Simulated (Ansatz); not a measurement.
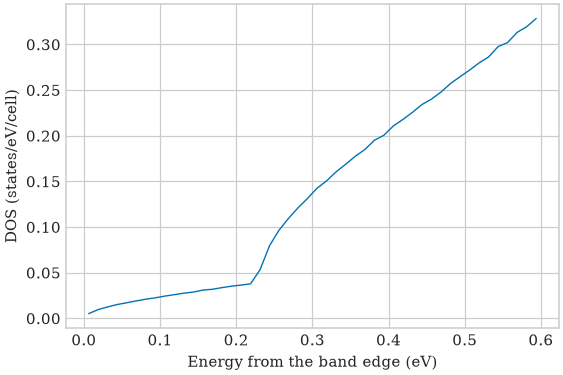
Figure: Density of states of LiCl (Fm-3m) above the conduction band minimum, PBEsol, rigid bands (Ansatz, a quantum-chemistry and plane-wave program); cell volume 32.5 Å³.

Q: What effective density of states at 300 K does this give (∫ g(E) exp(−E/k_BT) dE, both spins, divided by the cell's size)?

A: 8.1e18 cm⁻³, a density-of-states mass of 0.47 mₑ, valleys and band degeneracy included.

Spin-orbit coupling is left out. Geometry: cell and atoms relaxed with PBEsol.
